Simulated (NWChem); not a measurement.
# BP86/DGauss-DZVP run of BPH6 (SMILES [BH3-][PH3+])

What is the electronic atomisation energy of BPH6 at BP86/DGauss-DZVP? 

Program for the calculation: NWChem 7.3.0.

## 1. The molecule

The species is BPH6 (8 atoms), meant as a singlet with charge 0. SMILES: `[BH3-][PH3+]`. Geometry: relaxed at PBE0-D4/def2-TZVP.

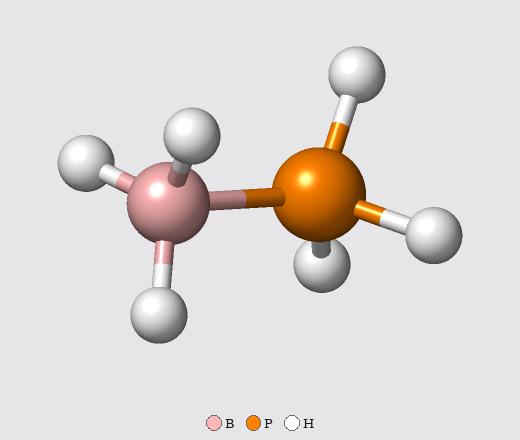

The structure, seen from a chosen angle (boron pink, phosphorus orange, hydrogen white).

## 2. The energy at BP86/DGauss-DZVP (run 1)

m1.nw reads:

```
start m1
memory 2200 mb

geometry units angstroms noautosym nocenter noautoz
  B    -0.556100    0.227200   -0.914000
  P     0.433900   -0.181600    0.667700
  H    -1.693400    0.343100   -0.520100
  H    -0.367800   -0.730200   -1.628000
  H    -0.055500    1.254200   -1.309900
  H     0.418800    0.755700    1.718800
  H     1.823100   -0.380300    0.547100
  H     0.089200   -1.345200    1.382600
end

basis spherical bse
  * library DGauss-DZVP
end

dft
  xc becke88 perdew86
  grid fine
  convergence energy 1e-08
  iterations 100
  mulliken
  noprint "final vectors analysis"
end

task dft energy
```

Command:

```bash
$ nwchem m1.nw > m1.out
```

What it wrote:

```text
[...]
          Wavefunction type:  closed shell.
          No. of atoms     :     8
          No. of electrons :    26
[...]
          Charge           :     0
          Spin multiplicity:     1
[...]
          AO basis - number of functions:    44
[...]
              XC Information
              --------------
                    Becke 1988 Exchange Functional  1.000
                Perdew 1981 Correlation Functional  1.000 local
                Perdew 1986 Correlation Functional  1.000 non-local
[...]
 d= 0,ls=0.0,diis     1   -369.7295113055 -4.29D+02  2.25D-02  2.36D-01     0.7
[...]
 d= 0,ls=0.0,diis     8   -369.7720173654 -1.11D-09  2.48D-06  5.40D-09     3.9
         Total DFT energy =     -369.772017365433
      One electron energy =     -626.012993309862
           Coulomb energy =      226.171014012831
    Exchange-Corr. energy =      -29.474559537597
 Nuclear repulsion energy =       59.544521469194
[...]
      Total Density - Mulliken Population Analysis
     ---------------------------------------------
    Atom       Charge   Shell Charges
 -----------   ------   -------------------------------------------------------
    1 B    5     5.64   2.00  0.68  0.40  2.19  0.31  0.06
    2 P   15    14.87   2.00  2.00  1.04  0.59  5.98  2.73  0.40  0.14
    3 H    1     0.92   0.55  0.37
    4 H    1     0.92   0.55  0.37
    5 H    1     0.92   0.55  0.37
    6 H    1     0.91   0.56  0.36
    7 H    1     0.91   0.56  0.36
    8 H    1     0.91   0.56  0.36
[...]
```

Wall time 4.5 s (1 thread of Intel Xeon 6975P-C (Granite Rapids), shared host); peak memory 0.11 GiB.

## 3. The B atom (run 2)

nw.nw reads:

```
start nw
title "B energy"
memory 2200 mb
charge 0

geometry units angstroms noautosym nocenter noautoz
B        0.000000       0.000000       0.000000
end

basis "ao basis" spherical bse
* library DGauss-DZVP
end

dft
xc becke88 perdew86
mult 2
grid fine
convergence energy 1e-08
iterations 100
mulliken
noprint "final vectors analysis"
end

task dft energy
```

Command:

```bash
$ nwchem nw.nw > nw.out
```

What it wrote:

```text
[...]
          Wavefunction type:  spin polarized.
          No. of atoms     :     1
          No. of electrons :     5
[...]
          Charge           :     0
          Spin multiplicity:     2
[...]
          AO basis - number of functions:    14
[...]
              XC Information
              --------------
                    Becke 1988 Exchange Functional  1.000
                Perdew 1981 Correlation Functional  1.000 local
                Perdew 1986 Correlation Functional  1.000 non-local
[...]
 d= 0,ls=0.0,diis     1    -24.6200992516 -2.46D+01  3.75D-02  2.13D-02     0.1
[...]
 d= 0,ls=0.0,diis     6    -24.6457961339 -4.84D-10  4.40D-07  2.29D-13     0.1
[...]
         Total DFT energy =      -24.645796133852
      One electron energy =      -32.358411092306
           Coulomb energy =       11.565329167635
    Exchange-Corr. energy =       -3.852714209182
 Nuclear repulsion energy =        0.000000000000
[...]
      Total Density - Mulliken Population Analysis
     ---------------------------------------------
    Atom       Charge   Shell Charges
 -----------   ------   -------------------------------------------------------
    1 B    5     5.00   2.00  1.05  0.95  0.74  0.26  0.00
     --------------------------------------------
      Spin Density - Mulliken Population Analysis
     --------------------------------------------
    Atom       Charge   Shell Charges
 -----------   ------   -------------------------------------------------------
    1 B    5     1.00  -0.00  0.02 -0.02  0.74  0.26 -0.00
[...]
      <S2> =      0.7521 (Exact =     0.7500)
[...]
```

It took 0.68 s on 1 thread of Intel Xeon 6975P-C (Granite Rapids), shared host; peak memory 0.1 GiB.

Run 3 isn't shown in full; the table further down has it.

## 4. The P atom, same level (run 4)

p.nw reads:

```
start p
title "P energy"
memory 2200 mb

geometry noautosym nocenter noautoz
 P     0.000000    0.000000    0.000000
end

basis "ao basis" spherical bse
 * library DGauss-DZVP
end

dft
 xc becke88 perdew86
 mult 4
 grid fine
 convergence energy 1e-08
 maxiter 100
 mulliken
 print low
end

task dft energy
```

Run the same way, it converges to -341.24778 Eh (log not shown).

## 5. All runs side by side

```csv
run,level,partner,energy (Eh),wall time
1,BP86/DGauss-DZVP,base,-369.772017,4.5 s
2,UBP86/DGauss-DZVP,atoms,-24.645796,0.68 s
3,UBP86/DGauss-DZVP,atoms,-0.498385,0.6 s
4,UBP86/DGauss-DZVP,atoms,-341.247777,0.92 s
```

## 6. What came out

At BP86/DGauss-DZVP:

| quantity | value |
| --- | --- |
| P atom: total energy | -341.24778 Eh |
| P atom: ⟨S²⟩ | 3.750 |
| electronic atomisation energy | 24.167 eV |

**Reading.** Taking the molecule apart into free atoms costs 24.17 eV (2332 kJ/mol), before zero-point energy and without spin-orbit coupling. All runs together took 6.7 s, the longest 4.5 s.
